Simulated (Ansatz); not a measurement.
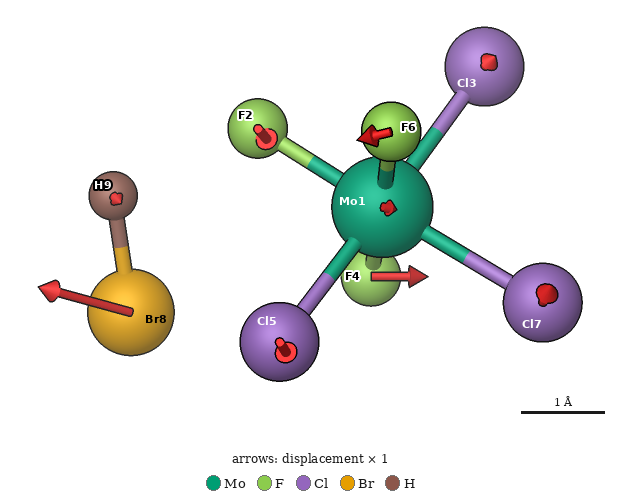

A relaxation of MoHBrCl3F3. The starting structure is drawn; red arrows show the displacements, at their true length. The two geometries are superimposed by the best rigid fit.

A ball-and-stick model, seen at a tilt.

The run prepares an end point of a later path (reaction) calculation, from a guessed geometry.

All numbers below come from Ansatz 0.2.0, RKS PBE/def2-SVP.

Input file:
```yaml
crystal:
  periodic: [false, false, false]
  atoms:
    - { symbol: Mo, position_ang: [0.064729, -0.124542, -0.17999] }
    - { symbol: F, position_ang: [-0.07745, -0.006811, 1.631409] }
    - { symbol: Cl, position_ang: [2.36724, -0.008304, 0.051003] }
    - { symbol: F, position_ang: [-0.012837, 1.719614, -0.300113] }
    - { symbol: Cl, position_ang: [-2.216588, -0.309502, -0.372476] }
    - { symbol: F, position_ang: [0.178488, -1.971468, 0.010327] }
    - { symbol: Cl, position_ang: [0.298123, -0.280262, -2.467753] }
    - { symbol: Br, position_ang: [-2.092476, 2.243144, 1.71097] }
    - { symbol: H, position_ang: [-1.411827, 1.288531, 2.651121] }
basis:
  gaussian: { orbitals: def2-SVP }
hamiltonian:
  xc: pbe
relax:
  f_tol: 0.03
  max_steps: 50
```

Run as
```bash
ansatz run input.yaml --threads 4 --pin off --max-ram 5120MiB --backend cpu --events-out ev --progress --plain --runs-dir out
```

> What did the optimiser do to the structure, and how much energy did it gain?

The atom that moves furthest after the best rigid fit is Br8 (1.41 Å). Largest moves by element: Br 1.41 Å, F 0.71 Å, Cl 0.63 Å, Mo 0.22 Å, H 0.19 Å. Some distances before and after: Cl5–Br8 3.297 → 3.479 Å, Mo1–F2 1.821 → 1.893 Å, Br8–H9 1.503 → 1.445 Å, Mo1–Cl7 2.305 → 2.291 Å. Among the angles between lasting bonds that change: F4–Mo1–Cl5 91.9° → 89.5°. Over 19 geometry steps the energy falls by 34.5 kJ/mol. Largest force component: 2 eV/Å at the start, 0.017 eV/Å at the end.
